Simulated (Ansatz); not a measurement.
The figure comes from a scan of AlN (zinc blende): a phonon pattern at X = (0.5, 0.5, 0.0) is frozen into a 4-atom cell, Q being the largest atomic displacement. Level of theory: PBE (plane waves to 420 eV, PAW, scalar-relativistic; Ansatz, a first-principles code). k mesh 13×13×13 (Γ-centred), Fermi-Dirac smearing 0.05 eV. The energy includes the smearing's −TS. AlN was relaxed with its symmetry unable to fall. The PAW data are Ansatz's earlier set. ΔE is measured from the undisplaced structure.

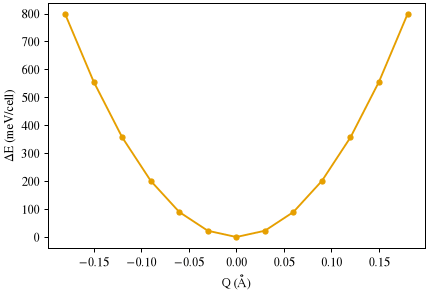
Figure: ΔE (meV/cell) against Q (Å); computed points joined by lines.

Task: List the plotted points as numbers.

Result: To the nearest 10:

| Q (Å) | ΔE (meV/cell) |
|---|---|
| -0.180 | 800 |
| -0.150 | 560 |
| -0.120 | 360 |
| -0.090 | 200 |
| -0.060 | 90 |
| -0.030 | 20 |
| 0.000 | 0 |
| 0.030 | 20 |
| 0.060 | 90 |
| 0.090 | 200 |
| 0.120 | 360 |
| 0.150 | 560 |
| 0.180 | 800 |

(For displaced atoms, the force is minus the slope of the energy, and its curvature is a force constant, which sets phonon frequencies.)
